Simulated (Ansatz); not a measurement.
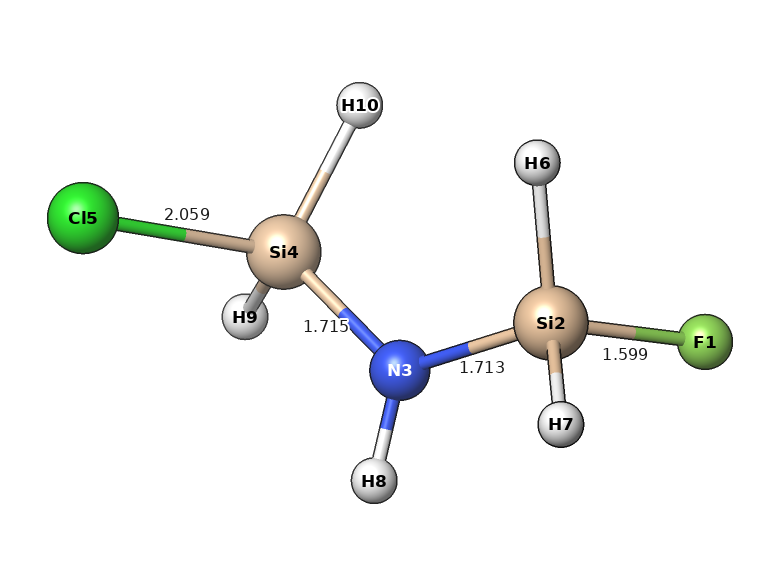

Bond lengths are marked in Å; every bond is drawn as one stick. The geometry was computed by an optimisation with PBE0-D4/def2-TZVP. No frequency run is at hand to confirm it as a minimum.

Question: Assign a bond order to each marked bond.

Answer: F1–Si2 single; Si2–N3 single; N3–Si4 single; Si4–Cl5 single.

Question: Write the SMILES.

Answer: F[SiH2]N[SiH2]Cl
